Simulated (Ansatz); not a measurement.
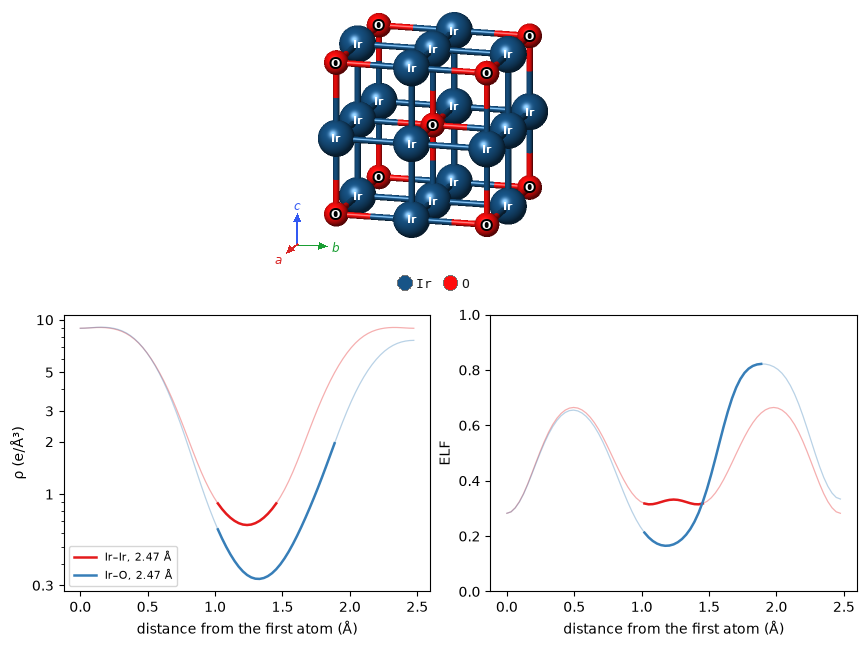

Figure. Ir3O. Valence pseudo-density and electron localisation function along straight lines between neighbouring atoms. Thin, pale parts lie inside the atomic spheres. The structure is drawn too.

Space group Im-3m; a structure generated by program, which may or may not match a known phase; computed without spin polarisation.

Method: DFT PBE, scalar-relativistic, plane waves, PAW (Ansatz 0.2.0).

Core electrons are frozen (PAW), and the valence fields are smoothed inside the atomic spheres.

### Compare the contacts.

Ir–Ir (2.47 Å): ρ at the midpoint is about 0.67 e/Å³; the ELF is about 0.35 at the midpoint.
Ir–O (2.47 Å): ρ is about 0.34 e/Å³ halfway; the ELF is about 0.15 at the midpoint; no shared electron pair shows on this line.
